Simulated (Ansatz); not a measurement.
System: Zn5Ga2Cu9Ag3Au.

Input file:

```
crystal:
  lattice:
    - [-4.84941, 4.848318, -1.128854]
    - [-4.847957, -1.359171, 4.153009]
    - [1.351757, 4.835197, 4.141341]
  atoms:
    - { symbol: Cu, position: [0.6629079772, 0.1115703279, 0.1026431026] }
    - { symbol: Cu, position: [0.047523223, 0.6003877774, 0.1026912803] }
    - { symbol: Cu, position: [0.2505684286, 0.2069054981, 0.2050646984] }
    - { symbol: Cu, position: [0.45894153, 0.3973033566, 0.4153284775] }
    - { symbol: Cu, position: [0.0788441676, 0.4862073738, 0.4896797955] }
    - { symbol: Cu, position: [0.016143766, 0.1244965049, 0.5854536772] }
    - { symbol: Cu, position: [0.6349697672, 0.1960294575, 0.707344648] }
    - { symbol: Cu, position: [0.2356906565, 0.3042368439, 0.8103544337] }
    - { symbol: Cu, position: [0.8578507807, 0.3865724925, 0.8954648258] }
    - { symbol: Zn, position: [0.057044434, 0.0065066035, 0.9671562082] }
    - { symbol: Zn, position: [0.8657546928, 0.3055457123, 0.2740998327] }
    - { symbol: Zn, position: [0.231477046, 0.8021348864, 0.3005812374] }
    - { symbol: Zn, position: [0.2601465048, 0.6762227286, 0.6946695229] }
    - { symbol: Zn, position: [0.4433727965, 0.9363226629, 0.9278652558] }
    - { symbol: Ga, position: [0.8337139105, 0.918102669, 0.3956124957] }
    - { symbol: Ga, position: [0.6876449108, 0.5567770903, 0.6037167499] }
    - { symbol: Ag, position: [0.4462472795, 0.4958895331, 0.0032500325] }
    - { symbol: Ag, position: [0.6418300581, 0.7018667756, 0.2125386629] }
    - { symbol: Ag, position: [0.4163406928, 0.0090269466, 0.5192928295] }
    - { symbol: Au, position: [0.8535702411, 0.7967861455, 0.7908544486] }
basis:
  ecutwfc: 500
kpoints:
  mp_grid: { grid: [4, 4, 5] }
hamiltonian:
  xc: r2scan
scf:
  occupations: { method: gaussian, width: 0.1 }
  n_extra_bands: 10
output:
  forces: true
  stress: true
  eigenvalues: true
  populations: true
  dos:
    method: { smearing: { sigma: 0.1, scheme: gaussian } }
    projected: true
    de: 0.02
  write_density: true
  write_potential: true
  elf: true
  volumetric_format: npy
```

Run with:

```sh
ansatz run input.yaml --threads 4 --pin off --max-ram 9216MiB --backend cpu --events-out ev --progress --plain --runs-dir out
```

Below, planes, directions and counts refer to the conventional cell (a = 6.51 Å, b = 6.53 Å, c = 6.95 Å, α = 74.36°, β = 74.34°, γ = 84.50°).

Space group P1; a generated structure, not necessarily the stable one; computed without spin polarisation.

The calculation used DFT r2SCAN, scalar-relativistic, plane waves, PAW (Ansatz).

Predict the valence pseudo-density and electron localisation function between the atoms.

Cu–Cu (2.45 Å): ρ is about 0.31 e/Å³ halfway; the ELF is about 0.20 at the midpoint: no shared electron pair shows on this line.
Ga–Cu (2.48 Å): ρ at the midpoint is about 0.32 e/Å³; the ELF is about 0.30 at the midpoint.
Zn–Cu (2.48 Å): ρ is about 0.3 e/Å³ halfway; the ELF is about 0.25 at the midpoint: no shared electron pair shows on this line.

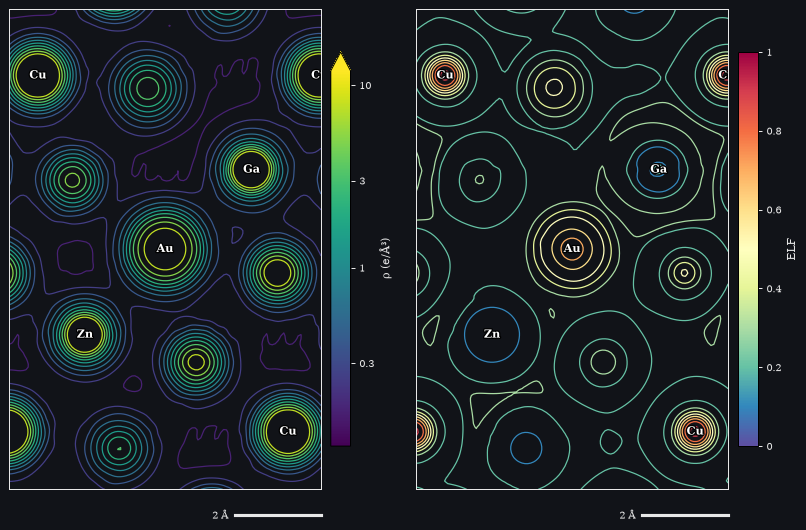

Computed valence pseudo-density and electron localisation function on the (101̄) plane of the conventional cell, in this order. Atoms just off the plane (Cu, 0.4 Å away, Zn, 0.5 Å away and Ag, 0.7 Å away) can leave unmarked features too.
